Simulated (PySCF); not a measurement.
**FH3Si, SMILES `F[SiH3]`: what the electrons do**

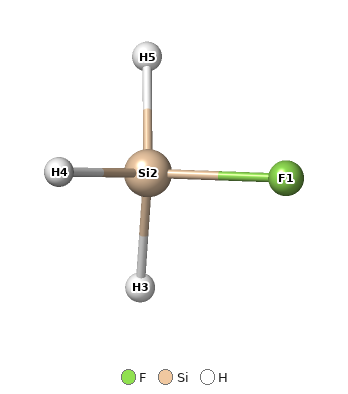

The molecule, with its atoms numbered as below. No frequency check shows the geometry to be a minimum.

Geometry (Å), atoms numbered from 1:

```
F1       1.0938    0.0000    0.0000
Si2     -0.5122    0.0000    0.0000
H3      -0.8910   -1.3410   -0.4156
H4      -0.8913    0.3104    1.3689
H5      -0.8913    1.0302   -0.9535
```

Part 1: Bonding charge

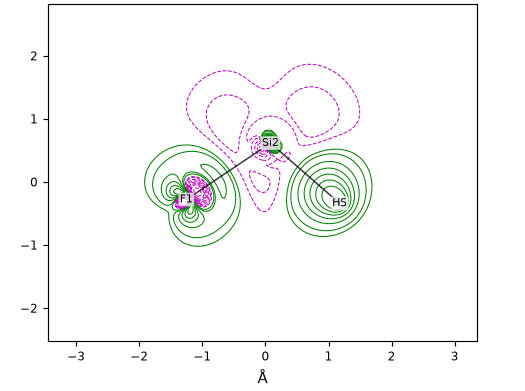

Deformation density (molecule less spherical, spin-averaged free atoms) in the plane of F1, Si2 and H5; contours at ±0.05 to ±0.8 e/Å³; solid green lines: gain, dashed magenta lines: loss.

Level of theory: TPSSh/aug-cc-pVDZ (PySCF), at a geometry from GFN2-xTB.

**How much density has each bond in this plane gained at its critical point, relative to the free atoms?**

Si2–H5: +0.18 e/Å³ at the bond critical point (bond length 1.45 Å). F1–Si2: −0.04 e/Å³ at the bond critical point (bond length 1.61 Å); up to 0.6 Å beside the axis the gain reaches +0.22 e/Å³. In all, 1.2 electrons gather in the regions of gain relative to the promolecule. A small or negative value marks a very polar bond, one between electron-rich atoms, whose free-atom densities already overlap strongly, a long bond to a heavier atom, or a closed-shell contact such as a hydrogen bond.

**Where do the Hirshfeld charges lie?**

The highest Hirshfeld charge is on Si2 (+0.43 e), the lowest on F1 (−0.21 e).

Part 2: Local ionisation energy

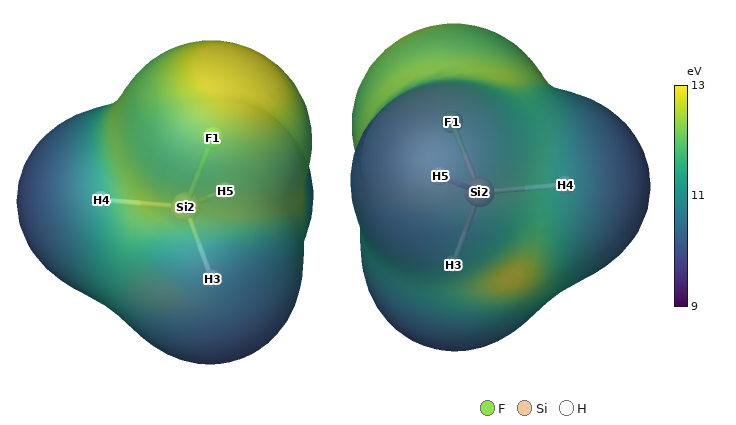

Average local ionisation energy on the surface of electron density 0.001 a.u. (back view left, front view right).

**Where are the most loosely bound electrons on this surface?**

The lowest value is 10.0 eV, 1.4 Å from H3, and at like points elsewhere. Further minima include 11.8 eV, 1.7 Å from F1, and at like points elsewhere. For comparison, the highest occupied orbital lies at −9.2 eV.

Part 3: In an electric field

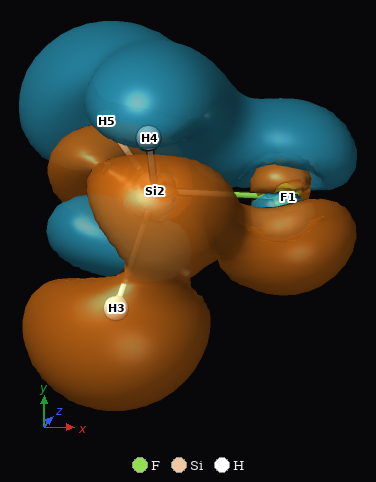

Change of the electron density in a uniform field of 0.21 V/Å, surfaces at ±0.0008 e/Å³ (light blue: gain, orange: loss).

Level of theory: PBE0/6-31+G* (PySCF), at a geometry from GFN2-xTB. The basis has diffuse s and p functions alone, which still leaves polarisabilities too small, most of all across bonds.

**Along which Cartesian direction does the field point?**

Along −y: electrons gather on the +y side, against the field.

**How large is the response?**

The induced dipole is 0.25 D (along the field); α along this axis, from the fields in both directions, is 24 bohr³ (3.6 Å³).

**Which atoms gain and lose the most charge?**

Electrons gather most on H5 (Hirshfeld charge changes by −0.007 e) and leave H3 most (+0.009 e); 0.027 electrons are displaced in all.

Part 4: Localised orbitals

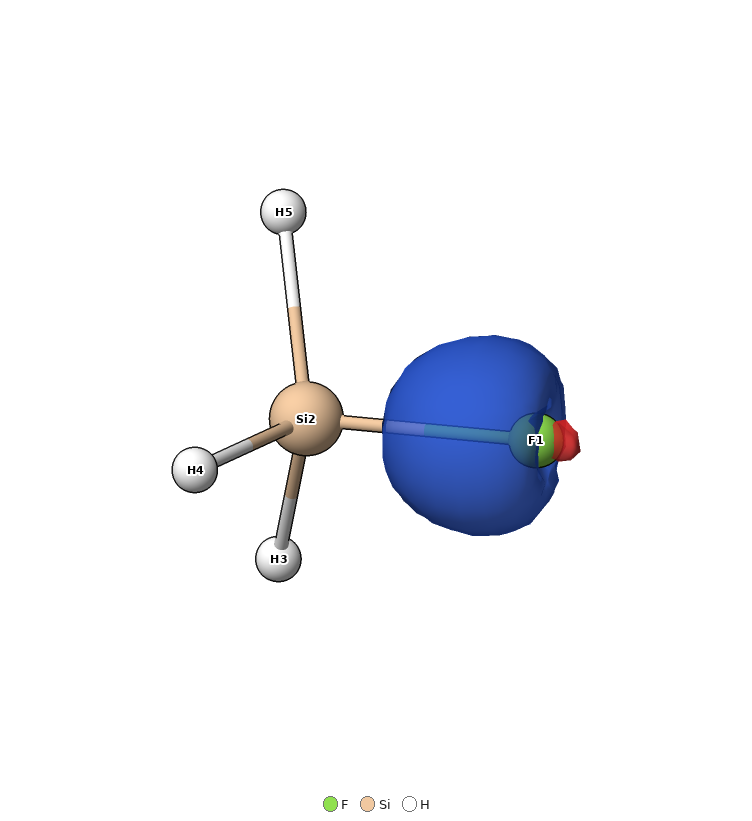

Intrinsic bond orbitals (IBO), occupied; each surface holds about 80 % of the orbital's density. Energies are diagonal elements of the Fock matrix.

Computed with PySCF, M06-2X/def2-TZVP, geometry: GFN2-xTB.

**What does this orbital represent?**

Pair mostly on F1, shared in part with Si2 (F1 84 %, Si2 16 %; −28.4 eV).

**How do all the valence pairs divide up?**

7 pairs: 3 lone pairs, 3 σ bonds and 1 strongly polarised pair.

Part 5: Stretching a bond

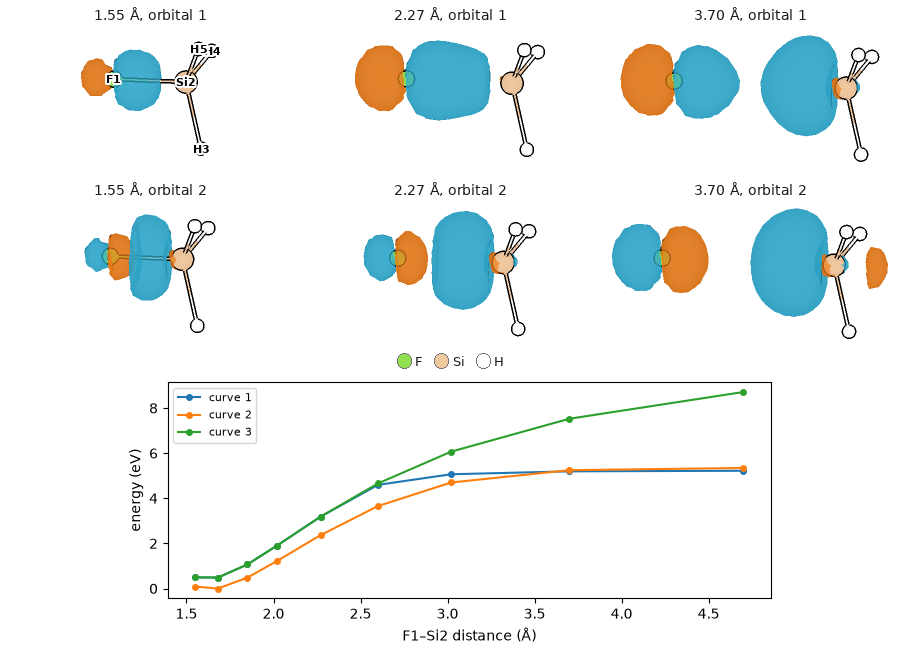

Rigid stretch of the F1–Si2 bond. The two CASSCF(2,2) natural orbitals nearest half filling (orbital 1 the more occupied). Below: energies along the scan, from the lowest point of the three curves.

Level of theory: 6-31+G* basis (PySCF), at a geometry from GFN2-xTB.

**How do the occupations change along the stretch?**

1.55 Å: 1.99 and 0.01; 2.27 Å: 1.94 and 0.06; 3.70 Å: 1.28 and 0.72. At the longest distance computed (4.70 Å) they are 1.06 and 0.94, and the effective number of unpaired electrons is 2.0.

**Which curve is which method?**

Curve 1 is UHF. Curve 2 is CASSCF(2,2). Curve 3 is RHF. RHF rises too steeply because it keeps both electrons in one orbital and so mixes in ionic fragments.

**Where does the UHF solution part from RHF?**

Between 2.27 Å (⟨S²⟩ = 0, the two coincide) and 2.60 Å (⟨S²⟩ = 0.49); at 4.70 Å ⟨S²⟩ is 1.01 and UHF lies 3.5 eV below RHF.

**How much energy does the stretch cost?**

By CASSCF, 5.3 eV from the lowest point of the scan (1.68 Å) to 4.70 Å; RHF gives 8.2 eV from its own lowest point. The fragments aren't relaxed and dynamic correlation is missing, so this isn't a bond dissociation energy.
